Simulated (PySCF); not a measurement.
# C4H7FO2Si: what the fields show

```xyz
15

O    -2.8208    0.4082   -1.2010
C    -2.4786    0.4277   -0.0437
O    -3.3593    0.6485    0.9422
Si   -0.7032    0.1657    0.6464
C     0.3242   -0.1207   -0.9064
C     1.6280   -0.3505   -0.9683
C     2.5617   -0.4305    0.1939
F     1.9307   -0.2387    1.3982
H    -4.2554    0.7802    0.5840
H    -0.3558    1.3905    1.3667
H    -0.7716   -0.9969    1.5315
H    -0.2219   -0.0920   -1.8415
H     2.1380   -0.5048   -1.9123
H     3.0389   -1.4176    0.2413
H     3.3408    0.3389    0.1196
```

Geometry: GFN2-xTB.

Computed with CAM-B3LYP/def2-SVPD, SCF density, gas phase (PySCF 2.14.0).

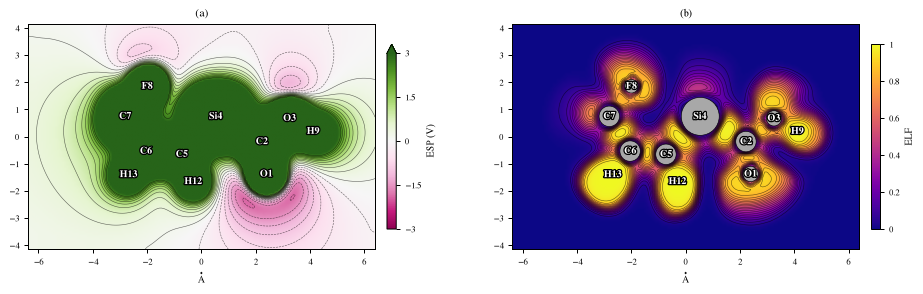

Figure 1. (a) electrostatic potential; (b) electron localisation function on the plane of atoms O1, C2 and O3. Grey discs cover the atomic cores in the ELF map.

**What do the fields say about this system?**

- The section cuts through O, C, Si, F and H sites.
- C–O (1.21 Å): the ELF peaks at about 0.85 between the atoms: a multiple bond.
- C–C (1.33 Å): the ELF peaks at about 0.95 between the atoms; a multiple bond.
- C–F (1.37 Å): the ELF peaks at about 0.85 between the atoms; a polar covalent bond.
- C–Si (1.88 Å): the ELF peaks at about 1 between the atoms: a shared electron pair.
- O–H (0.97 Å): the ELF climbs to about 1 towards the hydrogen, as it does in any bond to H; a covalent bond by its length.
- The ELF also peaks beside O1 and O3, away from the bonds: lone-pair regions.
- Outside the dense part of the molecule the potential is most negative (−1.9 V) near O1.

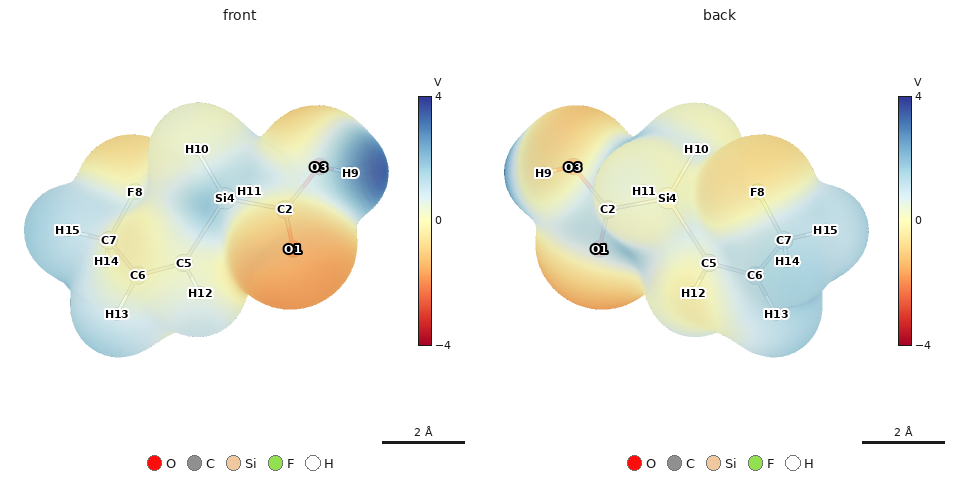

Figure 2. The electrostatic potential painted on the density surface at 0.004 e/bohr³, seen from the front and from behind; the colour scale runs from red (negative) to blue (positive).

**Describe the electrostatic potential map.**

The most negative region (about −1.7 V) lies over O1, the most positive (about +3.3 V) over H9. O1 is the likeliest acceptor of a hydrogen bond.

**How polar is the molecule by this calculation?**

Its dipole moment is 2.11 D.
